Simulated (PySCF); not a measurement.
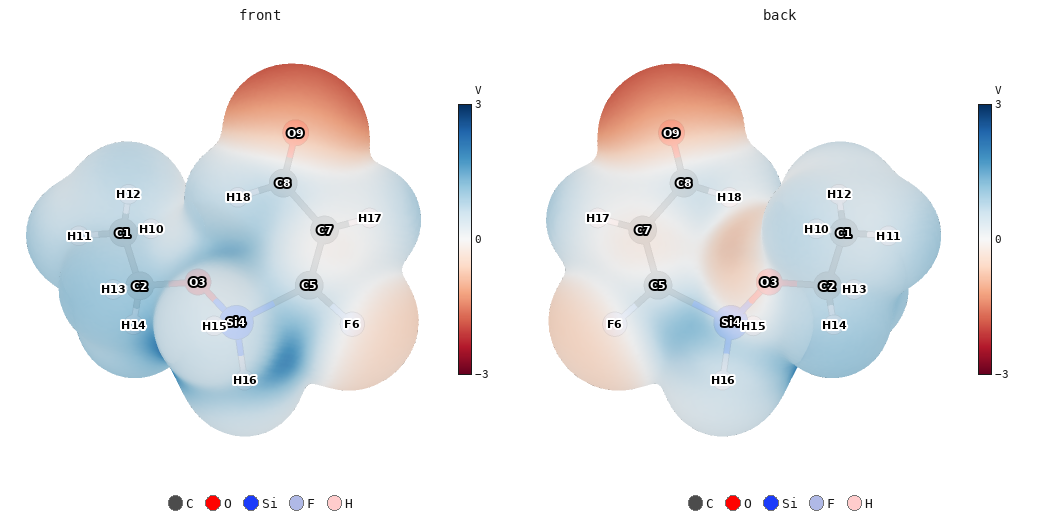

C$_{5}$H$_{9}$FO$_{2}$Si (SMILES CCO[SiH2]/C(F)=C\C=O). The electrostatic potential painted on the density surface at 0.002 e/bohr³, seen from the front and from behind; red is negative and blue positive.

Geometry: GFN2-xTB.

Theory: PySCF 2.14.0, PBE0/pcSseg-1, SCF density, gas phase, non-relativistic.

```xyz
18

C     2.1489    0.6069    1.3156
C     1.8788    0.7746   -0.1706
O     0.6958    0.0946   -0.5067
Si   -0.1307    0.0417   -1.8865
C    -1.6306   -1.0495   -1.4650
F    -1.9545   -1.8481   -2.5056
C    -2.4118   -1.1334   -0.3841
C    -2.2168   -0.3129    0.8004
O    -2.8829   -0.3880    1.8032
H     2.2211   -0.4493    1.5608
H     3.0800    1.0994    1.5811
H     1.3387    1.0408    1.8956
H     1.7730    1.8348   -0.4265
H     2.7066    0.3649   -0.7601
H    -0.5994    1.3619   -2.3201
H     0.6062   -0.6146   -2.9659
H    -3.2387   -1.8335   -0.3572
H    -1.3926    0.4160    0.7134
```

Which sites attract a positive test charge, and which a negative one?

Answer. A positive charge is drawn to the negative regions and a negative charge to the positive ones. The most negative region (about −1.8 V) lies over O9, the most positive (about +2.0 V) over Si4. O9 is the likeliest acceptor of a hydrogen bond.

How polar is the molecule by this calculation?

Answer. Its dipole moment is 4.42 D.
